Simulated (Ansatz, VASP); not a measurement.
**Cross-check of Rb2CdSe2O6 between VASP and Ansatz**

Aim: how closely do two programs agree when they are given the same cell, functional and k mesh?

Calculated with Ansatz 0.2.0; plane waves, with VASP 6.6.1 beside it; single point at PBE.

## (1) Set-up

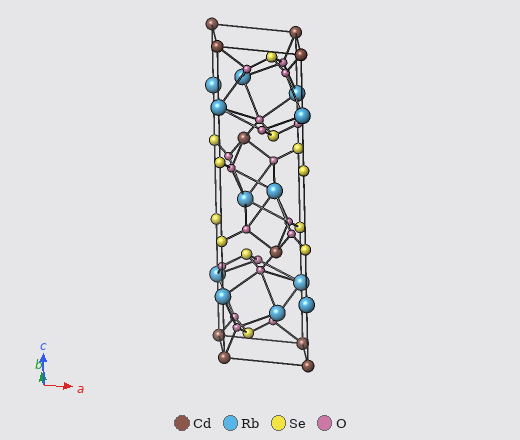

The starting structure, seen slightly off an axis (cadmium brown, rubidium blue, selenium yellow, oxygen pink). This picture shows the conventional cell, with its axes. Bonds to atoms that aren't drawn are left out. Some periodic images of atoms are drawn too.

As a file:

```xyz
11
Lattice="2.8752 1.6600 6.5562 -2.8752 1.6600 6.5562 0.0000 -3.3199 6.5562" Properties=species:S:1:pos:R:3 pbc="T T T"
Cd    0.0000    0.0000    0.0000
Rb    0.0000    0.0000    3.8596
Rb    0.0000    0.0000   15.8089
Se    0.0000    0.0000    7.3380
Se    0.0000    0.0000   12.3305
O     0.0000   -1.5312    8.0508
O     1.3260    0.7656    8.0508
O    -1.3260    0.7656    8.0508
O    -1.3260   -0.7656   11.6177
O     0.0000    1.5312   11.6177
O     1.3260   -0.7656   11.6177
```

## (2) VASP: single point, PBE

A single point gives forces, pressure and levels at one fixed geometry, so differences don't come from the geometry; what else differs is listed under the comparison.

Lines of VASP's logs that name or quote its potential files are left out, and so is its time.

INCAR reads:

```
SYSTEM = Rb2CdSe2O6
PREC = Accurate
ENCUT = 520
EDIFF = 1E-06
NELM = 100
ISMEAR = -1
SIGMA = 0.05
LREAL = .FALSE.
ALGO = Normal
GGA = PE
NBANDS = 50
LORBIT = 11
LWAVE = .FALSE.
LCHARG = .FALSE.
KPAR = 4
ISIF = 2
```

POSCAR reads:

```
Rb2CdSe2O6
1.0
    2.8751500000      1.6599686265      6.5561666667
   -2.8751500000      1.6599686265      6.5561666667
    0.0000000000     -3.3199372529      6.5561666667
Cd Rb Se O
1 2 2 6
Direct
    0.0000000000      0.0000000000      0.0000000000
    0.1962333333      0.1962333333      0.1962333333
    0.8037666667      0.8037666667      0.8037666667
    0.3730833333      0.3730833333      0.3730833333
    0.6269166667      0.6269166667      0.6269166667
    0.2555900000      0.2555900000      0.7167900000
    0.7167900000      0.2555900000      0.2555900000
    0.2555900000      0.7167900000      0.2555900000
    0.2832100000      0.7444100000      0.7444100000
    0.7444100000      0.7444100000      0.2832100000
    0.7444100000      0.2832100000      0.7444100000
```

KPOINTS reads:

```
Automatic mesh
0
Gamma
6 6 6
0 0 0
```

The projector-augmented-wave data sets are Cd, Rb_sv, Se and O (PBE family, release 64).

The run is started by

```sh
$ mpirun -np 4 vasp_std
```

Numbers of over 12 decimals in the logs are rounded to 6 here.

Output:

```text
[banner, memory and clock lines left out]
running    4 mpi-ranks, on    1 nodes
 distrk:  each k-point on    1 cores,    4 groups
 distr:  one band on    1 cores,    1 groups

 POSCAR found type information on POSCAR CdRbSeO
 POSCAR found :  4 types and      11 ions
 LDA part: xc-table for (Slater+PW92), standard interpolation
 POSCAR, INCAR and KPOINTS ok, starting setup
 FFT: planning ... GRIDC
 FFT: planning ... GRID_SOFT
 FFT: planning ... GRID
 WAVECAR not read
 entering main loop
       N       E                     dE             d eps       ncg     rms          rms(c)
DAV:   1     0.562815384739E+03    0.56282E+03   -0.40246E+04  3224   0.146E+03
DAV:   2    -0.187960597288E+02   -0.58161E+03   -0.56110E+03  3898   0.336E+02
DAV:   3    -0.630228147217E+02   -0.44227E+02   -0.43863E+02  4032   0.964E+01
DAV:   4    -0.645366617218E+02   -0.15138E+01   -0.15103E+01  4824   0.137E+01
DAV:   5    -0.645678492789E+02   -0.31188E-01   -0.31180E-01  4240   0.181E+00    0.278E+01
DAV:   6    -0.530150229070E+02    0.11553E+02   -0.48056E+01  4008   0.467E+01    0.138E+01
DAV:   7    -0.532355098655E+02   -0.22049E+00   -0.55586E+00  3736   0.113E+01    0.750E+00
DAV:   8    -0.531493675692E+02    0.86142E-01   -0.89848E-01  3796   0.467E+00    0.223E+00
DAV:   9    -0.531077946830E+02    0.41573E-01   -0.14779E-01  3904   0.211E+00    0.512E-01
DAV:  10    -0.531108372248E+02   -0.30425E-02   -0.27280E-02  3912   0.848E-01    0.162E-01
DAV:  11    -0.531112061497E+02   -0.36892E-03   -0.94718E-04  4600   0.172E-01    0.790E-02
DAV:  12    -0.531114700055E+02   -0.26386E-03   -0.46968E-04  3688   0.115E-01    0.254E-02
DAV:  13    -0.531114722776E+02   -0.22721E-05   -0.60833E-05  4048   0.399E-02    0.981E-03
DAV:  14    -0.531114781337E+02   -0.58562E-05   -0.96425E-06  3912   0.140E-02    0.394E-03
DAV:  15    -0.531114790820E+02   -0.94825E-06   -0.10670E-06  2816   0.543E-03
   1 F= -.53111479E+02 E0= -.53111479E+02  d E =-.204497E-10
```

From OUTCAR (step 2):

```text
ion  position               nearest neighbor table
   1  0.000  0.000  0.000-   7 2.33   8 2.33   9 2.33  11 2.33  10 2.33   6 2.33   2 3.86   3 3.86
                             3 4.28   2 4.28   3 4.28   3 4.28   2 4.28   2 4.28
   2  0.196  0.196  0.196-   6 2.97   7 2.97   8 2.97  10 3.12  10 3.12  11 3.12   9 3.12  11 3.12
                             9 3.12   4 3.48   3 3.52   3 3.52   3 3.52   5 3.83   5 3.83   5 3.83
   3  0.804  0.804  0.804-  10 2.97   9 2.97  11 2.97   6 3.12   6 3.12   7 3.12   8 3.12   7 3.12
                             8 3.12   5 3.48   2 3.52   2 3.52   2 3.52   4 3.83   4 3.83   4 3.83
   4  0.373  0.373  0.373-   6 1.69   7 1.69   8 1.69   2 3.48   3 3.83   3 3.83   3 3.83
   5  0.627  0.627  0.627-  10 1.69   9 1.69  11 1.69   3 3.48   2 3.83   2 3.83   2 3.83
   6  0.256  0.256  0.717-   4 1.69   1 2.33   2 2.97   3 3.12   3 3.12
   7  0.717  0.256  0.256-   4 1.69   1 2.33   2 2.97   3 3.12   3 3.12
   8  0.256  0.717  0.256-   4 1.69   1 2.33   2 2.97   3 3.12   3 3.12
   9  0.283  0.744  0.744-   5 1.69   1 2.33   3 2.97   2 3.12   2 3.12
  10  0.744  0.744  0.283-   5 1.69   1 2.33   3 2.97   2 3.12   2 3.12
  11  0.744  0.283  0.744-   5 1.69   1 2.33   3 2.97   2 3.12   2 3.12

  LATTYP: Found a trigonal (rhomboedric) cell.
 ALAT       =     7.3488301603
 COS(alpha) =     0.6938638689

 Subroutine GETGRP returns: Found 12 space group operations
 (whereof 12 operations were pure point group operations)

The static configuration has the point symmetry D_3d.

 Found     32 irreducible k-points:

   k-points           NKPTS =     32   k-points in BZ     NKDIM =     32   number of bands    NBANDS=     50

   dimension x,y,z NGX =    56 NGY =   56 NGZ =   56
   dimension x,y,z NGXF=   112 NGYF=  112 NGZF=  112

   ENCUT  =  520.0 eV  38.22 Ry    6.18 a.u.  13.66 13.66 13.66*2*pi/ulx,y,z

   NELECT =      78.0000    total number of electrons

 k-points in reciprocal lattice and weights: Automatic mesh
   0.00000000  0.00000000  0.00000000       0.005
   0.16666667 -0.00000000 -0.00000000       0.028
   0.33333333 -0.00000000 -0.00000000       0.028
   0.50000000 -0.00000000 -0.00000000       0.014
   0.16666667  0.16666667 -0.00000000       0.028
   0.33333333  0.16666667 -0.00000000       0.056
   0.50000000  0.16666667 -0.00000000       0.056
  -0.33333333  0.16666667  0.00000000       0.056
  -0.16666667  0.16666667  0.00000000       0.028
[...]
-0.33333333  0.50000000  0.33333333       0.028
   0.50000000  0.50000000  0.50000000       0.005

 average (electrostatic) potential at core
       1 -38.4656       2 -36.1915       3 -36.1915       4 -58.6097       5 -58.6097
       6 -73.2238       7 -73.2238       8 -73.2238       9 -73.2238      10 -73.2238
      11 -73.2238

 E-fermi :   1.8773

 k-point     1 :       0.0000    0.0000    0.0000
  band No.  band energies     occupation
    ...
     35       0.2299      2.00000
     36       0.3087      2.00000
     37       0.3110      2.00000
     38       0.3110      2.00000
     39       0.3935      2.00000
     40       4.4811      0.00000
     41       5.5455      0.00000
     42       5.5455      0.00000
     43       6.1991      0.00000
     44       6.5670      0.00000
    ...

 k-point     2 :       0.1667   -0.0000   -0.0000
  band No.  band energies     occupation
    ...
     35       0.0794      2.00000
     36       0.1691      2.00000
     37       0.2621      2.00000
     38       0.3402      2.00000
     39       0.4425      2.00000
     40       4.7846      0.00000
     41       5.5041      0.00000
     42       5.5103      0.00000
     43       6.4878      0.00000
     44       6.8005      0.00000
    ...

 k-point     3 :       0.3333   -0.0000   -0.0000
  band No.  band energies     occupation
    ...
     35       0.0532      2.00000
     36       0.0982      2.00000
     37       0.2698      2.00000
     38       0.3498      2.00000
     39       0.5617      2.00000
     40       5.1546      0.00000
     41       5.5183      0.00000
     42       5.9617      0.00000
     43       6.8656      0.00000
     44       7.1788      0.00000
    ...

  Total        8.0072684      8.0072684      5.2049991      0.0000000      0.0000000      0.0000000
  in kB       68.3334495     68.3334495     44.4190860      0.0000000      0.0000000      0.0000000
  external PRESSURE =      60.3619950 kB  Pullay stress =       0.0000000 kB

  energy-cutoff  :      520.00
  volume of cell :      187.74
      direct lattice vectors                 reciprocal lattice vectors
     2.875150000  1.659968626  6.556166667     0.173903970  0.100403504  0.050842718
    -2.875150000  1.659968626  6.556166667    -0.173903970  0.100403504  0.050842718
     0.000000000 -3.319937253  6.556166667     0.000000000 -0.200807008  0.050842718

 POSITION                                       TOTAL-FORCE (eV/Angst)
 -----------------------------------------------------------------------------------
      0.00000      0.00000      0.00000        -0.000000     -0.000000      0.000000
      0.00000      0.00000      3.85962        -0.000000      0.000000      0.058034
      0.00000      0.00000     15.80888        -0.000000     -0.000000     -0.058034
      0.00000      0.00000      7.33799        -0.000000     -0.000000     -1.633878
      0.00000      0.00000     12.33051        -0.000000      0.000000      1.633878
      0.00000     -1.53116      8.05078        -0.000000     -1.035195      0.664956
      1.32602      0.76558      8.05078         0.896505      0.517598      0.664956
     -1.32602      0.76558      8.05078        -0.896505      0.517598      0.664956
     -1.32602     -0.76558     11.61772        -0.896505     -0.517598     -0.664956
      0.00000      1.53116     11.61772        -0.000000      1.035195     -0.664956
      1.32602     -0.76558     11.61772         0.896505     -0.517598     -0.664956
 -----------------------------------------------------------------------------------
    total drift:                               -0.000000     -0.000000      0.000000

  FREE ENERGIE OF THE ION-ELECTRON SYSTEM (eV)
  ---------------------------------------------------
  free  energy   TOTEN  =       -53.1114790820 eV

  energy  without entropy=      -53.1114790820  energy(sigma->0) =      -53.11147908

 total charge
# of ion       s       p       d       tot
------------------------------------------
    1        0.294   0.237   9.663  10.194
    2        1.939   5.358   0.025   7.322
    3        1.939   5.358   0.025   7.322
    4        1.463   2.116   0.437   4.015
    5        1.463   2.116   0.437   4.015
    6        1.582   3.451   0.000   5.034
    7        1.582   3.451   0.000   5.034
    8        1.582   3.451   0.000   5.034
    9        1.582   3.451   0.000   5.034
   10        1.582   3.451   0.000   5.034
   11        1.582   3.451   0.000   5.034
--------------------------------------------------
tot         16.591  35.893  10.585  63.069

[... 3 further parts left out ...]
```

The run ends at a pressure of 6.04 GPa, with forces up to 1.6 eV/Å.

## (3) Ansatz: single point, PBE

Ansatz runs on its default PAW (the set named soft_2) files.

The same cell, functional, mesh and smearing now go to Ansatz, which takes its cutoff from its data sets.

input.yaml reads:

```yaml
crystal:
  lattice:
    - [2.87515, 1.6599686265, 6.5561666667]
    - [-2.87515, 1.6599686265, 6.5561666667]
    - [0.0, -3.3199372529, 6.5561666667]
  atoms:
    - { symbol: Cd, position: [0.0, 0.0, 0.0] }
    - { symbol: Rb, position: [0.1962333333, 0.1962333333, 0.1962333333] }
    - { symbol: Rb, position: [0.8037666667, 0.8037666667, 0.8037666667] }
    - { symbol: Se, position: [0.3730833333, 0.3730833333, 0.3730833333] }
    - { symbol: Se, position: [0.6269166667, 0.6269166667, 0.6269166667] }
    - { symbol: O, position: [0.25559, 0.25559, 0.71679] }
    - { symbol: O, position: [0.71679, 0.25559, 0.25559] }
    - { symbol: O, position: [0.25559, 0.71679, 0.25559] }
    - { symbol: O, position: [0.28321, 0.74441, 0.74441] }
    - { symbol: O, position: [0.74441, 0.74441, 0.28321] }
    - { symbol: O, position: [0.74441, 0.28321, 0.74441] }
hamiltonian:
  xc: pbe
  pseudopotentials: { kind: paw }
kpoints:
  mp_grid: { grid: [6, 6, 6] }
scf:
  occupations: { method: fermi_dirac, width: 0.05 }
  n_extra_bands: 6
output:
  forces: true
  stress: true
  eigenvalues: true
  write_density: true
  write_potential: true
  elf: true
  volumetric_format: npy
```

The run is started by

```sh
$ ansatz run input.yaml --threads 4 --pin off --max-ram 9216MiB --backend cpu --events-out ev --progress --plain --runs-dir out
```

Output:

```text
scf.n_extra_bands = 6 over 53 filled bands (N_el = 106.0): the run solves 59 bands
Engine: ansatz 0.2.0, aarch64-unknown-linux-gnu
Pseudopotentials: kind: paw
Pseudopotential: Cd, paw, valence charge 20, recommended cutoff 420 eV (normal), Cd.paw.azcp
Pseudopotential: Rb, paw, valence charge 9, recommended cutoff 420 eV (normal), Rb.paw.azcp
Pseudopotential: Se, paw, valence charge 16, recommended cutoff 420 eV (normal), Se.paw.azcp
Pseudopotential: O, paw, valence charge 6, recommended cutoff 420 eV (normal), O.paw.azcp
Functional definition: PBE
  parameter kappa = 0.804
  parameter beta = 0.066725
  exchange = pbe_x(kappa = kappa, mu = beta*pi^2/3)
  correlation = pbe_c(beta = beta)
Crystal: 11 atoms, lattice volume = 187.742 Å³
Basis set: ecut = 420 eV, 3717 PW (Γ), exchange–correlation on 100×100×100 points (8 copies of the dense FFT grid, shifted against one another)
Bands: 59, of which v1, the nominal top of the filled ones, is band 53 counted from 1 (52 counted from 0)
Symmetry: 12 space group operations
Space group: R-3m (ITA 166), of the structure as read, at distance tolerance 5.7e-5 Å
k-points: 32 of 216
Non-local potential: Cd, projectors of the file, l = 0: 3, l = 1: 2, l = 2: 2, l = 3: 1
Non-local potential: Rb, projectors of the file, l = 0: 3, l = 1: 2, l = 2: 2
Non-local potential: Se, projectors of the file, l = 0: 2, l = 1: 2, l = 2: 3, l = 3: 1
Non-local potential: O, projectors of the file, l = 0: 2, l = 1: 2, l = 2: 1
PAW form: soft (Blöchl's): semilocal exchange-correlation on the pseudo side does not see the compensation charge
PAW one-centre angular grid: Cd, 590 points (default); XC on 64 Gauss nodes
PAW one-centre angular grid: Rb, 110 points (default); XC on 64 Gauss nodes
PAW one-centre angular grid: Se, 590 points (default); XC on 64 Gauss nodes
PAW one-centre angular grid: O, 110 points (default); XC on 64 Gauss nodes
Initial density: superposition of atomic densities (neutral atoms: chi_scale 0, normalization atom), corrected by the library's trained network
Initial wavefunctions: pseudopotential atomic-orbital guess
Functional: x = pbe(κ = 0.804, μ = 0.219515), c = pbe(β = 0.066725)
SCF iter   1: F=—  HF=-29130.882926 eV  |F-HF|=—  |Δ(HF+E_count)|=         —  Δρ=1.26e-3  dr2=7.91e-4  ethr=1.77e-3  ⟨swp⟩=7.0  Hψ=8136  notcnv=0
preconditioner: auto → Resta (q_TF=auto, 2.480 Å⁻¹)  ε∞=4.1  [insulator: Δε(μ)=3.857 eV  Ē_g=13.518 eV  σ=0.050 eV  W_gap=1.00  n_scr=46 (ndim 8)  ℏωp=23.9 eV  f_vac=0.059  D(μ)=0.00/eV (n_scr^D=0)  ε∞_Penn≈4.1]
SCF iter   2: F=—  HF=-29130.886618 eV  |F-HF|=—  |Δ(HF+E_count)|=   3.69e-3  Δρ=6.77e-4  dr2=2.31e-4  ethr=7.46e-7  ⟨swp⟩=2.9  Hψ=4263  notcnv=0
SCF iter   3: F=—  HF=-29130.887686 eV  |F-HF|=—  |Δ(HF+E_count)|=   1.07e-3  Δρ=1.02e-4  dr2=1.26e-5  ethr=2.18e-7  ⟨swp⟩=2.0  Hψ=3404  notcnv=0
SCF iter   4: F=—  HF=-29130.887761 eV  |F-HF|=—  |Δ(HF+E_count)|=   7.55e-5  Δρ=4.34e-5  dr2=2.80e-6  ethr=1.19e-8  ⟨swp⟩=2.0  Hψ=3402  notcnv=0
SCF iter   5: F=—  HF=-29130.887763 eV  |F-HF|=—  |Δ(HF+E_count)|=   2.08e-6  Δρ=3.02e-5  dr2=1.57e-6  ethr=2.65e-9  ⟨swp⟩=2.0  Hψ=3404  notcnv=0
SCF iter   6: F=-29130.887763 eV  HF=-29130.887763 eV  |F-HF|=2.77e-8  |Δ(HF+E_count)|=   2.44e-7  Δρ=6.39e-6  dr2=7.49e-8  ethr=9.43e-11  ⟨swp⟩=11.1  Hψ=15405  notcnv=0
SCF 1 converged in 6 iterations: F = -29130.887763 eV  dr2 = 7.49e-8
  greatest PAW one-centre occupation: 1.000 electrons in one spin orbital (limit 2), on the Cd atom at site 0 (counted from 0), in its partial waves of l = 1
SCF converged after 6 iterations
Free energy (F): -29130.887763 eV
Harris-Foulkes:  -29130.887763 eV  (|F-HF|=2.77e-8)
Internal energy: -29130.887763 eV  (E = F + TS)
E sigma→0 (E₀):  -29130.887763 eV
Fermi energy:    7.851508 eV
--- Per-component energies (eV) ---
  E_band       = -1521.597045
  E_kinetic    = 2180.998884
  E_local      = -13855.294826  (includes V_loc(G=0)·N_el)
  E_nonlocal   = -504.253160
  E_hartree    = 6163.212348
  E_xc         = -1089.168083
  E_vxc        = -1257.121463  (∫ρ·V_xc dr)
  E_paw        = -14103.013300  (= ΣΔE_a)
  E_vpaw       = -412.357306  (= ΣTr[D̂ρ^β])
  E_aug_tail   = 0.013782  (compensation charges beyond the density's cutoff)
  E_ewald      = -7923.383409
  E_smearing   = -0.000000  (= −TS)
  E_closure    = 0.000000  (closes the sum)
  Σ components = -29130.887763   (vs F -29130.887763, Δ=0.00e0)
--- Forces (eV/Å), atoms counted from 1 ---
  atom   1  Cd     0.00000000     0.00000000     0.00000000
  atom   2  Rb    -0.00000000     0.00000000     0.06102528
  atom   3  Rb     0.00000000    -0.00000000    -0.06102528
  atom   4  Se     0.00000000    -0.00000000    -1.32068047
  atom   5  Se     0.00000000     0.00000000     1.32068047
  atom   6  O      0.00000000    -0.85702857     0.53683185
  atom   7  O      0.74220851     0.42851428     0.53683185
  atom   8  O     -0.74220851     0.42851428     0.53683185
  atom   9  O     -0.74220851    -0.42851428    -0.53683185
  atom  10  O     -0.00000000     0.85702857    -0.53683185
  atom  11  O      0.74220851    -0.42851428    -0.53683185
  max |Σ_I F_I| component: 3.33e-16 eV/Å
--- Stress (GPa, compression-positive) ---
        5.872688       0.000000       0.000000
        0.000000       5.872688      -0.000000
        0.000000      -0.000000       3.902328
  P = ⅓ Tr σ = 5.2159 GPa (52.159 kbar)
--- Band table (eV; the first three rows and the last of 32) ---
  k-point 0: bands = [... 49 lower, 5.4814, 5.4956, 5.4956, 5.5666, 9.6862, 10.7477, 10.7477, 11.4185, ... 2 higher]
  k-point 1: bands = [... 49 lower, 5.3414, 5.4381, 5.5210, 5.6202, 9.9841, 10.7056, 10.7110, 11.7051, ... 2 higher]
  k-point 2: bands = [... 49 lower, 5.2699, 5.4472, 5.5328, 5.7397, 10.3472, 10.7172, 11.1612, 12.0804, ... 2 higher]
  k-point 31: bands = [... 49 lower, 5.4161, 5.4288, 5.5383, 5.6883, 9.9692, 10.6972, 10.8253, 10.8253, ... 2 higher]
```

Elapsed: 8.4 s, on 4 threads of Arm Neoverse V1, shared host; peak memory 0.79 GiB.

The run ends at a pressure of 5.22 GPa, with forces up to 1.3 eV/Å.

## (4) Differences

Known differences besides the PAW data sets themselves: the data sets hold 106 valence electrons in Ansatz (default PAW (the set named soft_2) files) and 78 in VASP; the cutoff is 420 eV in Ansatz and 520 eV in VASP; VASP leaves aspherical gradient terms in its spheres out (LASPH is not set), Ansatz keeps them. Total energies have different zeros and are not compared.

The two programs side by side:

```csv
quantity,Ansatz,VASP,difference
pressure (GPa),5.22,6.04,-0.82
gap on the k mesh (eV),3.860,3.832,+0.028
```

Forces on 10 of the 11 atoms, picked by the larger force of the two programs (eV/Å; atoms numbered as in POSCAR):

```csv
atom,"Ansatz x, y, z","VASP x, y, z"
Rb2,"0.000, 0.000, 0.061","0.000, 0.000, 0.058"
Rb3,"0.000, 0.000, -0.061","0.000, 0.000, -0.058"
Se4,"0.000, 0.000, -1.321","0.000, 0.000, -1.634"
Se5,"0.000, 0.000, 1.321","0.000, 0.000, 1.634"
O6,"0.000, -0.857, 0.537","0.000, -1.035, 0.665"
O7,"0.742, 0.429, 0.537","0.897, 0.518, 0.665"
O8,"-0.742, 0.429, 0.537","-0.897, 0.518, 0.665"
O9,"-0.742, -0.429, -0.537","-0.897, -0.518, -0.665"
O10,"0.000, 0.857, -0.537","0.000, 1.035, -0.665"
O11,"0.742, -0.429, -0.537","0.897, -0.518, -0.665"
```

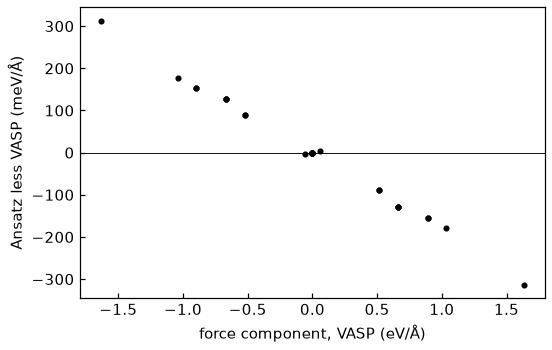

Difference of the force components against their size.

The forces differ by 121 meV/Å r.m.s., which is 18.3 % of the r.m.s. force of 0.66 eV/Å (both taken over all components). Ansatz's pressure holds a Pulay correction of 0.40 GPa; VASP's holds none.

## (5) Looking for the cause

The difference is large enough to ask for its cause, so further runs change the set-up of one program at a time, as the table lists.

```csv
run,r.m.s. force difference (% of the r.m.s. force)
as above,18
Ansatz's larger PAW set (cutoff 900 eV),19
norm-conserving potentials (cutoff 1240 eV),23
```

## (6) What came out

| Property | Result |
| --- | --- |
| r.m.s. force difference (single point, PBE) | 18 % of the r.m.s. force |
| difference in pressure (single point, PBE) | -0.82 GPa |

The r.m.s. force difference is 18 % of the r.m.s. force (single point, PBE), beyond the 3 % picked in this series as the mark of a large difference. For single point, PBE: no further run halves the r.m.s. force difference; only Ansatz's side was varied, and Ansatz's runs with other potentials lie closer to each other than to VASP, which for this quantity points to VASP's side; this was not tested here. Differences of this kind measure data sets and numerical settings, not the functional's error against experiment.

[Lines on the potential files, build, host, timing and source positions are cut from VASP's logs without a mark.]

[Logs are printed without paths, hosts, clocks, repeated set-up lines and the standing remarks that a program may print on its own settings, such as how far it seeks lower states.]

[Hosts, paths, dates, database ids (printed as entryN), source tags and the programs' standing remarks are cut or masked in the printed files.]
